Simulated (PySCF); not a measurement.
Ga(F)2(SiH3), SMILES [F][Ga]([F])[SiH3] at its B3LYP/def2-SVP optimised geometry (Å):

```
7

Ga     0.5095     0.6313     0.0000
F      2.2673     0.6313     0.0000
F     -0.0943     2.2815     0.0000
Si    -0.8569    -1.3430     0.0071
H     -2.2673    -0.9677    -0.2823
H     -0.7588    -1.9732     1.3535
H     -0.3450    -2.2815    -1.0293
```

Calculation: B3LYP/def2-TZVP (PySCF).

Map of the Laplacian of the electron density (e/bohr⁵) on the plane z = 1.5 Å:

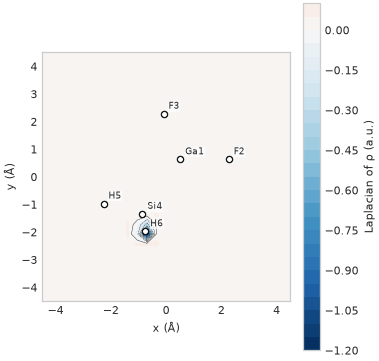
Laplacian of the electron density (e/bohr⁵) on the plane z = 1.5 Å.
